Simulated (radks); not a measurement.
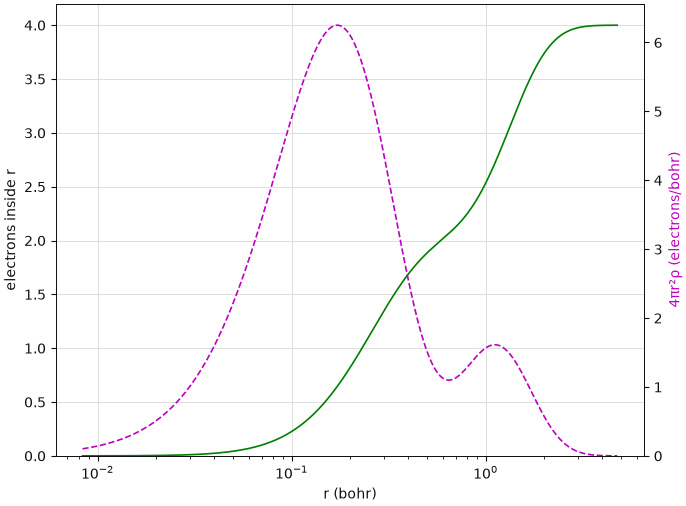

The C²⁺ ion; electrons: [He] 2s2. Level of theory: non-relativistic Kohn-Sham, LDA (Slater exchange, VWN5 correlation), spin-polarised, spherical densities, point nucleus. Computed with the in-house radial solver radks.

The plot shows the number of electrons inside radius r (solid) and the radial density 4πr²ρ (dashed).

Question: Read the plot.

Answer: The count levels off at 4 electrons. Half of them lie within 0.588 bohr, 90 % within 1.80 bohr and 99 % within 2.78 bohr. The radial density has a minimum at 0.645 bohr, where the count stands at 2.1; this parts the shells that the density resolves.
